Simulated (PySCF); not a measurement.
Molecule: SMILES FC(F)(F)[SiH2][Si](F)(F)F (CH2F6Si2). Atoms near the plane z = 0.0 Å, at the GFN2-xTB optimised geometry (x, y, z in Å): F3 (-1.6, -2.5, -0.4), Si6 (0.0, 0.9, 0.0), F8 (1.6, 0.9, 0.0), F9 (-0.3, 2.5, 0.0).

Level of theory: PySCF with PBE0/def2-TZVP. Cells within 0.4 Å of a nucleus heavier than hydrogen are left out (blank, or x). The values are rescaled to run from 0 to 1.

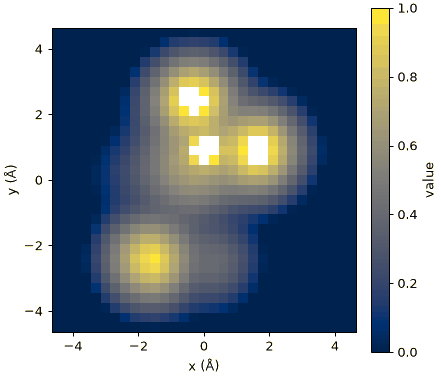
Figure: a field on the plane z = 0.0 Å.

Which quantity is mapped?
A. deformation density (molecule minus spherical neutral atoms)
B. log10 of the electron density
C. electrostatic potential
D. an orbital amplitude

B, log10 of the electron density. In full: log10 of the electron density (e/bohr³), floored at −4.
